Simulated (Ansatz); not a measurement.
```xyz
12

C     1.5798   -1.3234   -1.0992
C     0.2613   -1.6177   -0.9524
C    -0.6889   -0.8664   -0.2189
C    -1.5592   -0.2669    0.3950
B     2.2588   -0.0880   -0.4700
B    -2.6224    0.5011    1.1690
F    -3.3204    1.4600    0.5975
F    -2.8765    0.2260    2.4311
H     1.6076    0.6806    0.1965
H     3.4374    0.1165   -0.6379
H     2.1525   -2.0323   -1.7071
H    -0.1580   -2.5152   -1.4286
```

Geometry: PBE0-D3(BJ)/def2-SVP.

Level of theory: Ansatz 0.2.0, isolated molecule in a Gaussian basis; Kohn-Sham density functional theory, functional PBE0.

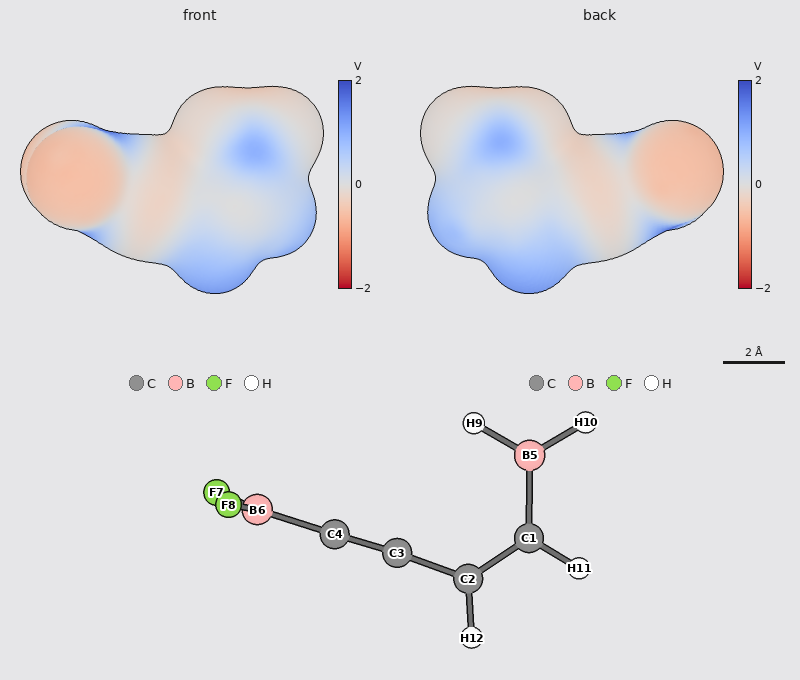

C4H4B2F2 (SMILES B/C=C\C#CB(F)F). The molecular electrostatic potential painted on the density surface at 0.001 e/bohr³, seen from the front and from behind; the colour scale runs from red (negative) to blue (positive). The bare structure is drawn below in the same view.

**Where is the surface potential most negative and most positive?**

The most negative region (about −0.6 V) lies over F7 and F8, the most positive (about +1.5 V) over B6.

**How polar is the molecule by this calculation?**

Its dipole moment is 2.43 D.
